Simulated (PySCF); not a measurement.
# C₂H₁₀OSi₂: one change and its effect

System: C₂H₁₀OSi₂.
Method of run 1: GIAO HF/pcSseg-1 NMR shielding, non-relativistic, gas phase (PySCF 2.14.0).

The geometry comes from this level: PBE0-D3(BJ)/def2-SVP. Text and figures count atoms from 1; the logs count them from 0 in places.

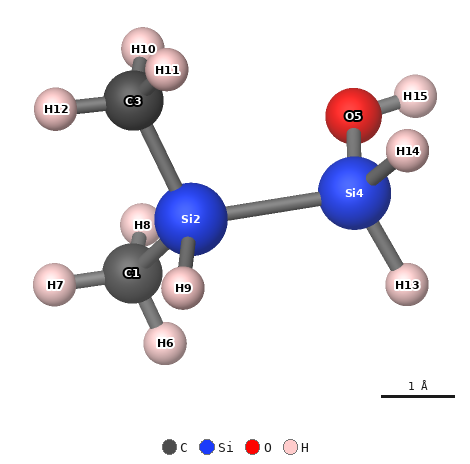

Fig. 1: The structure as given in the input (ball-and-stick view, seen at a tilt; atoms are numbered from 1 in the order of the input). Bond lengths as drawn: C–H 1.10 Å, C–Si 1.88 Å, H–O 0.96 Å, H–Si 1.50 Å, O–Si 1.68 Å and Si–Si 2.34 Å.

## Input, run 1
```
{"job": {"kind": "nmr", "xc": "HF", "basis": "pcSseg-1", "pop": false}, "charge": 0, "multiplicity": 1}
C      1.552120    -1.038501    -0.984339
Si     0.387948     0.414163    -0.689314
C      1.091714     1.594465     0.600639
Si    -1.662004    -0.406897     0.083065
O     -1.268054    -1.201111     1.510752
H      1.150870    -1.719146    -1.750751
H      2.543276    -0.692803    -1.317526
H      1.678899    -1.611120    -0.052419
H      0.156820     1.149912    -1.977326
H      1.209586     1.070509     1.561908
H      0.421388     2.452848     0.760358
H      2.076016     1.980393     0.292240
H     -2.310712    -1.348783    -0.892381
H     -2.661647     0.686777     0.336233
H     -1.994052    -1.613921     1.987465
```

The first line tells a small driver script what to run in PySCF; the rest is the geometry in Å.

Hardware: 1 CPU thread, shared host.

## Output (run 1)
```
final grid: 111200 points
cycle   1  E = -734.1952447690  dE =  1.210e-01  |g| = 5.620e-01  |ddm| = 3.147e+00
cycle   2  E = -734.2630519335  dE = -6.781e-02  |g| = 3.149e-01  |ddm| = 6.439e-01
cycle   3  E = -734.2809637234  dE = -1.791e-02  |g| = 6.487e-02  |ddm| = 2.451e-01
cycle   4  E = -734.2823861419  dE = -1.422e-03  |g| = 8.871e-03  |ddm| = 9.587e-02
cycle   5  E = -734.2824244258  dE = -3.828e-05  |g| = 1.921e-03  |ddm| = 1.887e-02
cycle   6  E = -734.2824269301  dE = -2.504e-06  |g| = 5.201e-04  |ddm| = 5.317e-03
cycle   7  E = -734.2824271256  dE = -1.956e-07  |g| = 1.327e-04  |ddm| = 1.667e-03
cycle   8  E = -734.2824271384  dE = -1.273e-08  |g| = 3.440e-05  |ddm| = 4.036e-04
cycle   9  E = -734.2824271390  dE = -6.210e-10  |g| = 1.025e-05  |ddm| = 6.955e-05
converged SCF energy = -734.2824271390

GIAO shielding tensors (ppm)
atom      isotropic    diamagn.    paramagn.     s11        s22        s33       span
  0 C      196.660     254.157     -57.497    191.599    194.505    203.876     12.278
  1 Si     431.597     878.111    -446.514    401.528    428.260    465.004     63.476
  2 C      196.644     254.280     -57.635    191.568    194.490    203.874     12.306
  3 Si     415.751     875.697    -459.946    357.375    406.781    483.097    125.722
  4 O      348.715     391.888     -43.172    302.888    359.873    383.385     80.498
  5 H       31.494      30.747       0.747     26.648     28.359     39.476     12.828
  6 H       31.293      29.890       1.404     26.293     28.542     39.045     12.752
  7 H       31.250      31.889      -0.639     26.665     29.367     37.717     11.052
  8 H       28.148      30.293      -2.145     24.957     26.130     33.356      8.399
  9 H       31.250      31.996      -0.746     26.668     29.368     37.715     11.047
 10 H       31.495      30.959       0.536     26.649     28.361     39.474     12.825
 11 H       31.293      29.981       1.312     26.293     28.542     39.044     12.751
 12 H       27.074      29.263      -2.189     24.019     25.459     31.745      7.726
 13 H       27.075      29.321      -2.246     24.022     25.460     31.742      7.720
 14 H       30.828      29.941       0.887     21.353     24.567     46.566     25.213
```

For run 2 the input was changed thus:
```diff
-"xc": "HF"
+"xc": "mPW1PW91"
```

How does run 2 compare with run 1?

The total energies belong to different methods, so their difference says nothing on which is more stable or more accurate. The HOMO goes from −10.40 to −7.68 eV. The LUMO goes from 3.24 to 0.03 eV. The dipole moment goes from 0.69 to 0.61 D. Of all shieldings, the largest change is that of Si4, by −48.8 ppm. The method changes from HF to mPW1PW91. The SCF takes 13 iterations against 9.

## Output (run 2)
```
coarse grid: 12712 points
cycle   1  E = -736.2776772836  dE =  7.381e-02  |g| = 8.029e-01  |ddm| = 3.269e+00
cycle   2  E = -736.0974785883  dE =  1.802e-01  |g| = 1.241e+00  |ddm| = 1.778e+00
cycle   3  E = -736.4018927879  dE = -3.044e-01  |g| = 1.116e-01  |ddm| = 1.312e+00
cycle   4  E = -736.4042384303  dE = -2.346e-03  |g| = 4.209e-02  |ddm| = 1.202e-01
cycle   5  E = -736.4046596666  dE = -4.212e-04  |g| = 6.244e-03  |ddm| = 3.902e-02
cycle   6  E = -736.4046719143  dE = -1.225e-05  |g| = 1.099e-03  |ddm| = 1.014e-02
cycle   7  E = -736.4046722249  dE = -3.107e-07  |g| = 2.305e-04  |ddm| = 1.573e-03
final grid: 111200 points
cycle   8  E = -736.4413726245  dE = -2.026e-05  |g| = 5.042e-03  |ddm| = 1.626e-02
cycle   9  E = -736.4413689726  dE =  3.652e-06  |g| = 6.595e-03  |ddm| = 8.897e-03
cycle  10  E = -736.4413782806  dE = -9.308e-06  |g| = 5.691e-04  |ddm| = 5.116e-03
cycle  11  E = -736.4413783370  dE = -5.643e-08  |g| = 1.498e-04  |ddm| = 5.203e-04
cycle  12  E = -736.4413783418  dE = -4.855e-09  |g| = 2.299e-05  |ddm| = 1.661e-04
cycle  13  E = -736.4413783420  dE = -1.451e-10  |g| = 5.491e-06  |ddm| = 3.484e-05
converged SCF energy = -736.4413783420

GIAO shielding tensors (ppm)
atom      isotropic    diamagn.    paramagn.     s11        s22        s33       span
  0 C      189.615     254.032     -64.417    183.786    187.773    197.286     13.500
  1 Si     393.028     881.765    -488.737    361.008    390.713    427.362     66.354
  2 C      189.593     254.152     -64.559    183.741    187.756    197.281     13.540
  3 Si     366.942     879.244    -512.302    298.532    348.770    453.523    154.991
  4 O      341.312     388.919     -47.607    289.601    355.156    379.180     89.579
  5 H       31.076      30.314       0.762     26.425     28.131     38.672     12.246
  6 H       30.932      29.513       1.419     26.180     28.383     38.232     12.052
  7 H       30.825      31.475      -0.651     26.473     29.157     36.844     10.371
  8 H       27.428      30.024      -2.596     24.325     25.571     32.389      8.064
  9 H       30.825      31.584      -0.759     26.476     29.158     36.842     10.366
 10 H       31.077      30.526       0.551     26.427     28.134     38.670     12.243
 11 H       30.931      29.606       1.325     26.180     28.383     38.231     12.051
 12 H       26.096      28.927      -2.830     22.997     24.675     30.616      7.619
 13 H       26.097      28.989      -2.892     23.001     24.677     30.613      7.612
 14 H       31.151      29.836       1.315     22.087     25.594     45.773     23.686
```

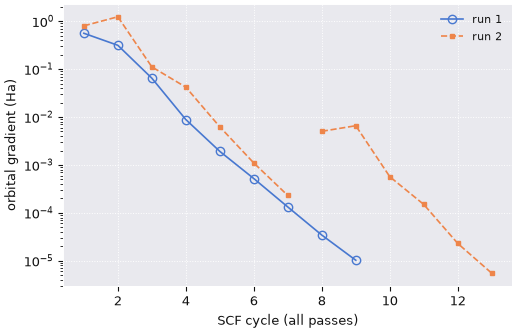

Fig. 2: Convergence of the two runs: orbital gradient against the SCF cycle. A break in a curve parts two SCF passes (coarse and final grid). Run 1 takes 9 cycles in all, and run 2 takes 13.

## The two runs side by side

| quantity | run 1 | run 2 |
| --- | --- | --- |
| outcome | converged | converged |
| total energy (hartree) | −734.282427 | −736.441378 |
| HOMO (eV) | −10.40 | −7.68 |
| LUMO (eV) | 3.24 | 0.03 |
| dipole moment (D) | 0.69 | 0.61 |
| shielding of C1 (ppm) | 196.7 | 189.6 |
| shielding of Si2 (ppm) | 431.6 | 393.0 |
| shielding of C3 (ppm) | 196.6 | 189.6 |
| shielding of Si4 (ppm) | 415.8 | 366.9 |
| shielding of O5 (ppm) | 348.7 | 341.3 |
| shielding of H13 (ppm) | 27.1 | 26.1 |
| shielding of H14 (ppm) | 27.1 | 26.1 |
| SCF iterations | 9 | 13 |
| basis functions | 149 | 149 |
| wall time (shared host) | 9.1 s | 19 s |
